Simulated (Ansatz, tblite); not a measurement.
# The cluster AsS₂+: a ladder of methods and basis sets

Aim: run the singlet of the cluster AsS₂+ at one geometry on many levels, and compare frontier levels, spin and run time.

Program: Ansatz 0.2.0, Gaussian basis. Level of theory: as each input shows. These are calculated values, not measurements.

The runs, in order: GFN1-xTB, GFN2-xTB, PBE-D4/def2-TZVP, r2SCAN-D4/def2-TZVP, r2SCANh-D4/def2-TZVP, BLYP-D4/def2-TZVP, B97M-V/def2-TZVP, B3LYP-D4/def2-TZVP, BHLYP-D4/def2-TZVP, PBE-D4/def2-SVP, PBE0-D4/def2-SVP, CCSD(T)/def2-TZVPP, MP2/def2-TZVP, RPA/def2-TZVP.

## Step 1: The relaxed structure

The singlet was relaxed beforehand with PBE0-D4/def2-TZVP. At that level it is the lowest of the isomers that a small search found.

3 atoms, charge 1, spin multiplicity 1.

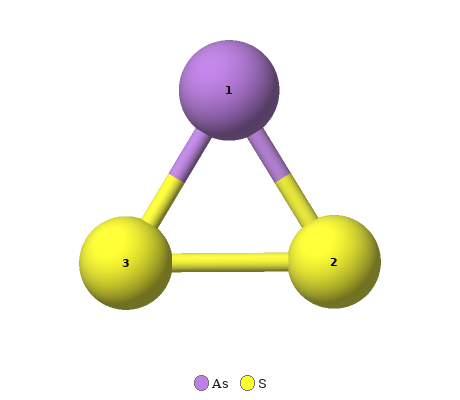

The structure; arsenic purple, sulfur yellow; atoms are numbered from 1 in the order of the file.

As a file:

```
As   -0.54867   -0.79581   -0.72547
S    -0.53067    0.28336    1.09718
S     1.07934    0.51244   -0.37171
```

The ion is computed in the gas phase, without counter-ions or solvent.

PBE0-D4/def2-TZVP was run before; its log isn't repeated, and its numbers join the tables.

## Step 2: GFN1-xTB

Tight binding, by tblite at 300 K electronic temperature and without a spin-polarisation term:

```python
tblite.interface.Calculator('GFN1-xTB', numbers, positions, charge=1, uhf=0).singlepoint()
```

Energy -250.9130 eV, HOMO -20.68 eV, LUMO -19.52 eV; 0.003 s.

## Step 3: GFN2-xTB

Tight binding, by tblite at 300 K electronic temperature and without a spin-polarisation term:

```python
tblite.interface.Calculator('GFN2-xTB', numbers, positions, charge=1, uhf=0).singlepoint()
```

Energy -229.0199 eV, HOMO -16.39 eV, LUMO -15.65 eV; 0.003 s.

## Step 4: PBE-D4/def2-TZVP

start.molden holds the orbitals of an earlier run on this state, given as this run's starting guess.

Contents of in.yaml:

```yaml
crystal:
  periodic: [false, false, false]
  atoms:
    - {symbol: As, position_ang: [-0.548669, -0.795814, -0.725472]}
    - {symbol: S, position_ang: [-0.530669, 0.283364, 1.097182]}
    - {symbol: S, position_ang: [1.079338, 0.512440, -0.371710]}
basis:
  gaussian: {orbitals: def2-TZVP, initial_orbitals: start.molden}
total_charge: 1
hamiltonian: {xc: pbe, dispersion: d4}
scf: {omitted_lower_state_checks: [starts]}
output: {orbitals: {seedname: orbitals}}
```

Launch:

```bash
> ansatz run in.yaml --threads 4 --pin off --events-out ev --progress --plain --max-ram 3916MiB
```

The log of the run:

```text
Functional definition: PBE
  name "PBE"
  cite "Perdew, Burke & Ernzerhof, Phys. Rev. Lett. 77, 3865 (1996) doi:10.1103/PhysRevLett.77.3865"
  parent pbe
  parameter kappa = 0.804
  parameter beta = 0.06672455060314922
  exchange = pbe_x(kappa = kappa, mu = beta*pi^2/3)
  correlation = pbe_c(beta = beta)
these checks for a lower state are left out or cut short: starts
895 factors; their error is unknown
mean field evaluation 1: about -82486.6720 eV, gradient 1.3e1 eV
mean field evaluation 2: about -82486.7754 eV, gradient 1.6e-1 eV
mean field evaluation 4: about -82486.7692 eV, gradient 4.0e-4 eV
mean field evaluation 8: about -82486.7692 eV, gradient 2.2e-5 eV
mean field -82486.76918476 eV, -3031.3328559996 hartree, gradient 2.2e-5 eV, S^2 0.000000; 0 other end points of the search recorded, 0 dependent functions left out
reference -82486.76921427 eV, -3031.3328570839 hartree; 32, 32 occupied and 90, 90 virtual orbitals, 895 factors
Total energy: -82486.88419372 eV, -3031.3370825011 hartree
Checks for a lower state left out: starts
```

Run time: 0.7 s. Hardware: 4 threads of Arm Neoverse V1, shared host.

From the report: HOMO -11.85 eV, LUMO -10.88 eV.

## Step 5: r2SCAN-D4/def2-TZVP

in.yaml, as its differences from that of step 4:

```diff
@@ -9,3 +9,3 @@
 total_charge: 1
-hamiltonian: {xc: pbe, dispersion: d4}
+hamiltonian: {xc: r2scan, dispersion: d4}
 scf: {omitted_lower_state_checks: [starts]}
```

Same command.

The log of the run:

```text
Functional definition: r2SCAN
  name "r2SCAN"
  cite "Furness, Kaplan, Ning, Perdew & Sun, J. Phys. Chem. Lett. 11, 8208 (2020) doi:10.1021/acs.jpclett.0c02405"
  cite "Furness, Kaplan, Ning, Perdew & Sun, J. Phys. Chem. Lett. 11, 9248 (2020) doi:10.1021/acs.jpclett.0c03077"
  parent r2scan
  parameter k0 = 0.174
  parameter k1 = 0.065
  parameter a1 = 4.9479
  exchange = r2scan_x(k0 = k0, k1 = k1, a1 = a1)
  correlation = r2scan_c
these checks for a lower state are left out or cut short: starts
895 factors; their error is unknown
mean field evaluation 1: about -82502.9563 eV, gradient 9.4e0 eV
mean field evaluation 2: about -82503.0038 eV, gradient 8.6e-2 eV
mean field evaluation 4: about -82502.9887 eV, gradient 1.6e-4 eV
mean field evaluation 8: about -82502.9887 eV, gradient 1.7e-5 eV
mean field -82502.98865858 eV, -3031.9289106687 hartree, gradient 1.7e-5 eV, S^2 0.000000; 0 other end points of the search recorded, 0 dependent functions left out
reference -82502.98866665 eV, -3031.9289109651 hartree; 32, 32 occupied and 90, 90 virtual orbitals, 895 factors
Total energy: -82503.01010630 eV, -3031.9296988578 hartree
Checks for a lower state left out: starts
```

It took 1.9 s on 4 threads of Arm Neoverse V1, shared host.

HOMO -12.08 eV, LUMO -10.93 eV.

## Step 6: r2SCANh-D4/def2-TZVP

in.yaml, as its differences from that of step 5:

```diff
@@ -9,3 +9,3 @@
 total_charge: 1
-hamiltonian: {xc: r2scan, dispersion: d4}
+hamiltonian: {xc: {name: r2SCANh}, dispersion: d4}
 scf: {omitted_lower_state_checks: [starts]}
```

Launched as before.

The log of the run (excerpt; [...] marks lines left out):

```text
Functional definition: r2SCANh
  name "r2SCANh"
  cite "Bursch, Neugebauer, Ehlert & Grimme, J. Chem. Phys. 156, 134105 (2022) doi:10.1063/5.0086040"
  cite "Furness, Kaplan, Ning, Perdew & Sun, J. Phys. Chem. Lett. 11, 8208 (2020) doi:10.1021/acs.jpclett.0c02405"
  cite "Furness, Kaplan, Ning, Perdew & Sun, J. Phys. Chem. Lett. 11, 9248 (2020) doi:10.1021/acs.jpclett.0c03077"
  parent r2scan
[...]
907 factors; their error is unknown
[...]
mean field -82502.62280815 eV, -3031.9154659134 hartree, gradient 2.4e-5 eV, S^2 0.000000; 0 other end points of the search recorded, 0 dependent functions left out
reference -82502.62281556 eV, -3031.9154661857 hartree; 32, 32 occupied and 90, 90 virtual orbitals, 907 factors
Total energy: -82502.64699767 eV, -3031.9163548618 hartree
Checks for a lower state left out: starts
```

It took 2 s on 4 threads of Arm Neoverse V1, shared host.

HOMO -12.48 eV, LUMO -10.64 eV.

## Step 7: BLYP-D4/def2-TZVP

in.yaml, as its differences from that of step 6:

```diff
@@ -9,3 +9,3 @@
 total_charge: 1
-hamiltonian: {xc: {name: r2SCANh}, dispersion: d4}
+hamiltonian: {xc: {name: BLYP}, dispersion: d4}
 scf: {omitted_lower_state_checks: [starts]}
```

Launched as before.

The log of the run:

```text
Functional definition: BLYP
  name "BLYP"
  cite "Becke, Phys. Rev. A 38, 3098 (1988) doi:10.1103/PhysRevA.38.3098"
  cite "Lee, Yang & Parr, Phys. Rev. B 37, 785 (1988) doi:10.1103/PhysRevB.37.785"
  parameter beta = 0.0042
  parameter a = 0.04918
  parameter b = 0.132
  parameter c = 0.2533
  parameter d = 0.349
  exchange = b88_x(beta = beta)
  correlation = lyp_c(a = a, b = b, c = c, d = d)
these checks for a lower state are left out or cut short: starts
895 factors; their error is unknown
mean field evaluation 1: about -82506.3074 eV, gradient 1.6e1 eV
mean field evaluation 2: about -82506.5094 eV, gradient 2.5e-1 eV
mean field evaluation 4: about -82506.5043 eV, gradient 9.2e-2 eV
mean field -82506.50426678 eV, -3032.0581068868 hartree, gradient 1.2e-5 eV, S^2 0.000000; 0 other end points of the search recorded, 0 dependent functions left out
reference -82506.50454364 eV, -3032.0581170615 hartree; 32, 32 occupied and 90, 90 virtual orbitals, 895 factors
Total energy: -82506.75638372 eV, -3032.0673720135 hartree
Checks for a lower state left out: starts
```

Run time: 0.7 s. Hardware: 4 threads of Arm Neoverse V1, shared host.

Report: HOMO -11.66 eV, LUMO -10.73 eV.

## Step 8: B97M-V/def2-TZVP

in.yaml, as its differences from that of step 7:

```diff
@@ -9,3 +9,3 @@
 total_charge: 1
-hamiltonian: {xc: {name: BLYP}, dispersion: d4}
+hamiltonian: {xc: {name: B97M-V}}
 scf: {omitted_lower_state_checks: [starts]}
```

Same command.

The log of the run (excerpt; [...] marks lines left out):

```text
Functional definition: B97M-V
  name "B97M-V"
  cite "Mardirossian & Head-Gordon, J. Chem. Phys. 142, 074111 (2015) doi:10.1063/1.4907719"
  cite "Becke, J. Chem. Phys. 107, 8554 (1997) doi:10.1063/1.475007"
  cite "Vydrov & Van Voorhis, J. Chem. Phys. 133, 244103 (2010) doi:10.1063/1.3521275"
  # Of w^i u^j: cxij and so on, Table III.
[...]
  gx(w, u) = cx00 + cx01*u + cx02*u^2 + (cx10 + cx11*u)*w
  gss(w, u) = css00 + css02*u^2 + css10*w + (css32*w^3 + css42*w^4)*u^2
  gos(w, u) = cos00 + cos01*u + cos03*u^3 + cos10*w + cos32*w^3*u^2
[...]
      + integral(e_c_pw_mod_opposite_spin*gos(b97_w_opposite, b97_u_opposite)) + vv10(b, c)
[...]
895 factors; their error is unknown
[...]
mean field -82487.95626887 eV, -3031.3764805362 hartree, gradient 1.0e-5 eV, S^2 0.000000; 0 other end points of the search recorded, 0 dependent functions left out
reference -82487.95631027 eV, -3031.3764820576 hartree; 32, 32 occupied and 90, 90 virtual orbitals, 895 factors
Total energy: -82487.95631027 eV, -3031.3764820576 hartree
Checks for a lower state left out: starts
```

Run time: 2.6 s. Hardware: 4 threads of Arm Neoverse V1, shared host.

HOMO -12.10 eV, LUMO -10.77 eV.

## Step 9: B3LYP-D4/def2-TZVP

in.yaml, as its differences from that of step 8:

```diff
@@ -9,3 +9,3 @@
 total_charge: 1
-hamiltonian: {xc: {name: B97M-V}}
+hamiltonian: {xc: {name: B3LYP}, dispersion: d4}
 scf: {omitted_lower_state_checks: [starts]}
```

Same command.

The log of the run (excerpt; [...] marks lines left out):

```text
Functional definition: B3LYP
  name "B3LYP"
  cite "Stephens, Devlin, Chabalowski & Frisch, J. Phys. Chem. 98, 11623 (1994) doi:10.1021/j100096a001"
  cite "Becke, Phys. Rev. A 38, 3098 (1988) doi:10.1103/PhysRevA.38.3098"
  cite "Lee, Yang & Parr, Phys. Rev. B 37, 785 (1988) doi:10.1103/PhysRevB.37.785"
  cite "Vosko, Wilk & Nusair, Can. J. Phys. 58, 1200 (1980) doi:10.1139/p80-159"
[...]
958 factors; their error is unknown
[...]
mean field -82506.59825794 eV, -3032.0615609984 hartree, gradient 2.3e-5 eV, S^2 0.000000; 0 other end points of the search recorded, 0 dependent functions left out
reference -82506.59846407 eV, -3032.0615685735 hartree; 32, 32 occupied and 90, 90 virtual orbitals, 958 factors
Total energy: -82506.79198988 eV, -3032.0686805157 hartree
Checks for a lower state left out: starts
```

It took 1 s on 4 threads of Arm Neoverse V1, shared host.

HOMO -12.70 eV, LUMO -10.35 eV.

## Step 10: BHLYP-D4/def2-TZVP

in.yaml, as its differences from that of step 9:

```diff
@@ -9,3 +9,3 @@
 total_charge: 1
-hamiltonian: {xc: {name: B3LYP}, dispersion: d4}
+hamiltonian: {xc: {name: BHLYP}, dispersion: d4}
 scf: {omitted_lower_state_checks: [starts]}
```

Launched as before.

The log of the run:

```text
Functional definition: BHLYP
  name "BHLYP"
  cite "Becke, J. Chem. Phys. 98, 1372 (1993) doi:10.1063/1.464304"
  cite "Becke, Phys. Rev. A 38, 3098 (1988) doi:10.1103/PhysRevA.38.3098"
  cite "Lee, Yang & Parr, Phys. Rev. B 37, 785 (1988) doi:10.1103/PhysRevB.37.785"
  parameter a = 0.5
  exchange = (1 - a)*b88_x + a*exact_x
  correlation = lyp_c
these checks for a lower state are left out or cut short: starts
1046 factors; their error is unknown
mean field evaluation 1: about -82503.1867 eV, gradient 1.1e1 eV
mean field evaluation 2: about -82503.2608 eV, gradient 1.4e-1 eV
mean field evaluation 4: about -82503.8652 eV, gradient 1.2e-3 eV
mean field evaluation 8: about -82503.8652 eV, gradient 8.7e-6 eV
mean field -82503.86517835 eV, -3031.9611221758 hartree, gradient 8.7e-6 eV, S^2 0.000000; 0 other end points of the search recorded, 0 dependent functions left out
reference -82503.86531797 eV, -3031.9611273069 hartree; 32, 32 occupied and 90, 90 virtual orbitals, 1046 factors
Total energy: -82504.04877068 eV, -3031.9678690697 hartree
Checks for a lower state left out: starts
```

Wall time 1.1 s (4 threads of Arm Neoverse V1, shared host).

Report: HOMO -13.88 eV, LUMO -9.31 eV.

## Step 11: PBE-D4/def2-SVP

in.yaml, as its differences from that of step 10:

```diff
@@ -7,5 +7,5 @@
 basis:
-  gaussian: {orbitals: def2-TZVP, initial_orbitals: start.molden}
+  gaussian: {orbitals: def2-SVP, initial_orbitals: start.molden}
 total_charge: 1
-hamiltonian: {xc: {name: BHLYP}, dispersion: d4}
+hamiltonian: {xc: pbe, dispersion: d4}
 scf: {omitted_lower_state_checks: [starts]}
```

Same command.

The log of the run:

```text
Functional definition: PBE
  name "PBE"
  cite "Perdew, Burke & Ernzerhof, Phys. Rev. Lett. 77, 3865 (1996) doi:10.1103/PhysRevLett.77.3865"
  parent pbe
  parameter kappa = 0.804
  parameter beta = 0.06672455060314922
  exchange = pbe_x(kappa = kappa, mu = beta*pi^2/3)
  correlation = pbe_c(beta = beta)
these checks for a lower state are left out or cut short: starts
773 factors; their error is unknown
mean field evaluation 1: about -82471.2359 eV, gradient 1.0e1 eV
mean field evaluation 2: about -82471.4245 eV, gradient 1.8e-1 eV
mean field evaluation 4: about -82471.3561 eV, gradient 4.5e-2 eV
mean field -82471.35610183 eV, -3030.7664356492 hartree, gradient 6.1e-6 eV, S^2 0.000000; 0 other end points of the search recorded, 0 dependent functions left out
reference -82471.35612296 eV, -3030.7664364258 hartree; 32, 32 occupied and 36, 36 virtual orbitals, 773 factors
Total energy: -82471.47110242 eV, -3030.7706618430 hartree
Checks for a lower state left out: starts
```

Run time: 0.45 s. Hardware: 4 threads of Arm Neoverse V1, shared host.

Report: HOMO -11.97 eV, LUMO -11.01 eV.

## Step 12: PBE0-D4/def2-SVP

in.yaml, as its differences from that of step 11:

```diff
@@ -9,3 +9,3 @@
 total_charge: 1
-hamiltonian: {xc: pbe, dispersion: d4}
+hamiltonian: {xc: pbe0, dispersion: d4}
 scf: {omitted_lower_state_checks: [starts]}
```

Same command.

The log of the run (excerpt; [...] marks lines left out):

```text
Functional definition: PBE0
  name "PBE0"
  cite "Adamo & Barone, J. Chem. Phys. 110, 6158 (1999) doi:10.1063/1.478522"
  cite "Perdew, Burke & Ernzerhof, Phys. Rev. Lett. 77, 3865 (1996) doi:10.1103/PhysRevLett.77.3865"
  parent pbe
[...]
631 factors; integrals over basis functions are off by at most 7.2e-4 eV
[...]
mean field -82474.36305995 eV, -3030.8769393222 hartree, gradient 1.0e-5 eV, S^2 0.000000; 0 other end points of the search recorded, 0 dependent functions left out
reference -82474.36307570 eV, -3030.8769399010 hartree; 32, 32 occupied and 36, 36 virtual orbitals, 631 factors
Total energy: -82474.45879877 eV, -3030.8804576589 hartree
Checks for a lower state left out: starts
```

Wall time 0.6 s (4 threads of Arm Neoverse V1, shared host).

Report: HOMO -13.11 eV, LUMO -10.35 eV.

## Step 13: CCSD(T)/def2-TZVPP

in.yaml, as its differences from that of step 12:

```diff
@@ -7,5 +7,5 @@
 basis:
-  gaussian: {orbitals: def2-SVP, initial_orbitals: start.molden}
+  gaussian: {orbitals: def2-TZVPP, initial_orbitals: start.molden}
 total_charge: 1
-hamiltonian: {xc: pbe0, dispersion: d4}
+correlation: {method: ccsd_t}
 scf: {omitted_lower_state_checks: [starts]}
```

The command is unchanged.

The log of the run (excerpt; [...] marks lines left out):

```text
Functional definition: HF
  name "HF"
  cite "Fock, Z. Phys. 61, 126 (1930) doi:10.1007/BF01340294"
  parent pbe
[...]
813 factors; integrals over basis functions are off by at most 6.9e-4 eV
[...]
mean field -82423.25369938 eV, -3028.9987049641 hartree, gradient 1.3e-6 eV, S^2 0.000000; 0 other end points of the search recorded, 0 dependent functions left out
19 core orbitals not correlated: weight in the atoms' cores, before any rotation towards them, 1.000 or more for the frozen orbitals, at most 0.000 for the correlated occupied ones
reference -82423.25369938 eV, -3028.9987049641 hartree; 13, 13 occupied and 100, 100 virtual orbitals, 813 factors
second order -15.72588005 eV of doubles, -0.00000000 eV of singles
cycle   1  -15.54735363 eV  change    1.8e-1 eV  update   1.3e-1
[...]
cycle  11  -16.22482215 eV  change   -2.1e-5 eV  update   7.6e-6
perturbative correction -0.99119514 eV, -0.0364257496 hartree
Total energy: -82440.46971666 eV, -3029.6313819300 hartree
Checks for a lower state left out: starts
```

Wall time 3.5 s (4 threads of Arm Neoverse V1, shared host).

Hartree-Fock HOMO -15.42 eV, LUMO -6.96 eV; T1 0.022. Doubts: large T1 diagnostic.

## Step 14: MP2/def2-TZVP

in.yaml, as its differences from that of step 13:

```diff
@@ -7,5 +7,5 @@
 basis:
-  gaussian: {orbitals: def2-TZVPP, initial_orbitals: start.molden}
+  gaussian: {orbitals: def2-TZVP, initial_orbitals: start.molden}
 total_charge: 1
-correlation: {method: ccsd_t}
+correlation: {method: mp2}
 scf: {omitted_lower_state_checks: [starts]}
```

Same command.

The log of the run:

```text
Functional definition: HF
  name "HF"
  cite "Fock, Z. Phys. 61, 126 (1930) doi:10.1007/BF01340294"
  parent pbe
  exchange = exact_x
  correlation = 0
these checks for a lower state are left out or cut short: starts
769 factors; integrals over basis functions are off by at most 7.1e-4 eV
mean field evaluation 1: about -82421.8018 eV, gradient 3.7e1 eV
mean field evaluation 2: about -82422.5695 eV, gradient 1.1e0 eV
mean field evaluation 4: about -82423.2498 eV, gradient 4.5e-2 eV
mean field evaluation 8: about -82423.2506 eV, gradient 2.4e-6 eV
mean field -82423.25057895 eV, -3028.9985902904 hartree, gradient 3.5e-6 eV, S^2 0.000000; 0 other end points of the search recorded, 0 dependent functions left out
19 core orbitals not correlated: weight in the atoms' cores, before any rotation towards them, 1.000 or more for the frozen orbitals, at most 0.000 for the correlated occupied ones
reference -82423.25057895 eV, -3028.9985902904 hartree; 13, 13 occupied and 90, 90 virtual orbitals, 769 factors
second order -15.57831116 eV of doubles, -0.00000000 eV of singles
Total energy: -82438.82889010 eV, -3029.5710826661 hartree
Checks for a lower state left out: starts
```

It took 0.8 s on 4 threads of Arm Neoverse V1, shared host.

Hartree-Fock HOMO -15.41 eV, LUMO -6.96 eV.

## Step 15: RPA/def2-TZVP

in.yaml, as its differences from that of step 14:

```diff
@@ -9,4 +9,4 @@
 total_charge: 1
-correlation: {method: mp2}
+hamiltonian: {xc: pbe}
+correlation: {method: rpa}
 scf: {omitted_lower_state_checks: [starts]}
-output: {orbitals: {seedname: orbitals}}
```

Same command.

The log of the run (excerpt; [...] marks lines left out):

```text
Functional definition: PBE
  name "PBE"
  cite "Perdew, Burke & Ernzerhof, Phys. Rev. Lett. 77, 3865 (1996) doi:10.1103/PhysRevLett.77.3865"
  parent pbe
[...]
769 factors; integrals over basis functions are off by at most 7.1e-4 eV
[...]
mean field -82486.76918910 eV, -3031.3328561590 hartree, gradient 3.1e-6 eV, S^2 0.000000; 0 other end points of the search recorded, 0 dependent functions left out
19 core orbitals not correlated: weight in the atoms' cores, before any rotation towards them, 1.000 or more for the frozen orbitals, at most 0.000 for the correlated occupied ones
reference -82421.76972210 eV, -3028.9441698051 hartree; 13, 13 occupied and 90, 90 virtual orbitals, 769 factors
Total energy: -82446.53355146 eV, -3029.8542237485 hartree
Checks for a lower state left out: starts
```

Wall time 1.3 s (4 threads of Arm Neoverse V1, shared host).

## Step 16: Levels side by side

```
               level  functions  HOMO (eV)  LUMO (eV)  gap (eV)    time
     PBE-D4/def2-SVP         68     -11.97     -11.01      0.97  0.45 s
    PBE-D4/def2-TZVP        122     -11.85     -10.88      0.97   0.7 s
   BLYP-D4/def2-TZVP        122     -11.66     -10.73      0.93   0.7 s
 r2SCAN-D4/def2-TZVP        122     -12.08     -10.93      1.15   1.9 s
    B97M-V/def2-TZVP        122     -12.10     -10.77      1.33   2.6 s
r2SCANh-D4/def2-TZVP        122     -12.48     -10.64      1.84     2 s
  B3LYP-D4/def2-TZVP        122     -12.70     -10.35      2.36     1 s
    PBE0-D4/def2-SVP         68     -13.11     -10.35      2.76   0.6 s
   PBE0-D4/def2-TZVP        122     -12.94     -10.18      2.77   1.7 s
  BHLYP-D4/def2-TZVP        122     -13.88      -9.31      4.57   1.1 s
```

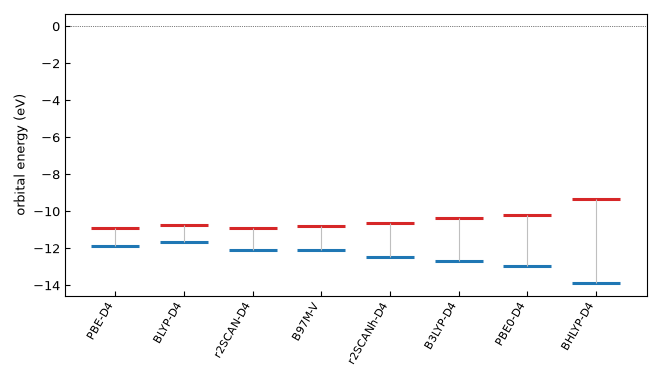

Highest filled (blue) and lowest empty (red) level in def2-TZVP.

Energy pieces by basis (eV):

```
     basis           HF  MP2 correlation  CCSD correlation      (T)              total
def2-TZVPP  -82423.2537         -15.7259          -16.2248  -0.9912        -82440.4697
 def2-TZVP  -82423.2506         -15.5783                             -82438.8289 (MP2)
```

## Step 17: What came out

| quantity | value |
| --- | --- |
| gap in def2-TZVP, named functionals, smallest and largest | 0.93 eV (BLYP-D4), 4.57 eV (BHLYP-D4) |
| correlation energy, CCSD(T)/def2-TZVPP | -17.22 eV |
| correlation energy, MP2/def2-TZVP | -15.58 eV |
| PBE0 total energy, smallest basis above largest | 15.42 eV (def2-SVP, def2-TZVP) |

Over the named functionals in def2-TZVP the gap runs from 0.93 eV (BLYP-D4) to 4.57 eV (BHLYP-D4); exact exchange widens it. Notes on CCSD(T)/def2-TZVPP: large T1 diagnostic.

The slowest run with a step of its own, CCSD(T)/def2-TZVPP, took 3.5 s; the quickest functional in def2-TZVP took 0.7 s (shared host).
